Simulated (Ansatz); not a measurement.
C, as given below.

```
C
1.0
     3.55000    0.00000    0.00000
     0.00000    3.55000    0.00000
     0.00000    0.00000    3.55000
C
8
Cartesian
  0.8875 0.8875 0.8875
  1.7750 0.0000 1.7750
  0.8875 2.6625 2.6625
  1.7750 1.7750 0.0000
  2.6625 0.8875 2.6625
  0.0000 0.0000 0.0000
  2.6625 2.6625 0.8875
  0.0000 1.7750 1.7750
```

Basis of the simulation: the input geometry of an electronic-structure calculation (not necessarily at equilibrium); the starting structure was generated, so it need not be a known form of this composition.

### Predict the first 4 clear peaks of the neutron G(r) with σ = 0.10 Å, and name the atom pairs.

1. 1.53 Å: C–C at 1.54 Å
2. 2.51 Å: C–C at 2.51 Å
3. 2.94 Å: C–C at 2.94 Å
4. 3.55 Å: C–C at 3.55 Å

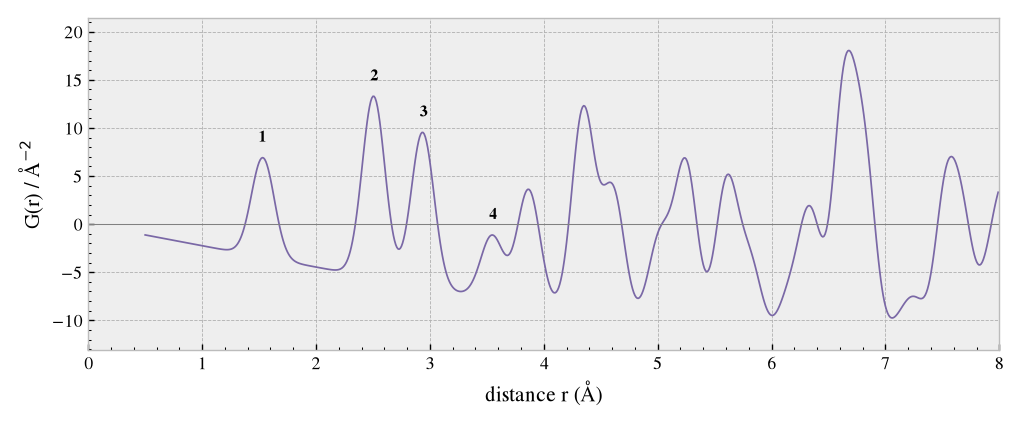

Simulated neutron pair distribution function, G(r) = R(r)/r − 4πρ₀r, summed over the atomic distances of the structure with each pair weighted by the product of the tabulated coherent neutron scattering lengths (natural isotope mix where the element has one); every distance is a Gaussian of σ = 0.10 Å, damped by exp(−(Q_damp r)²/2) with Q_damp = 0.060 Å⁻¹.
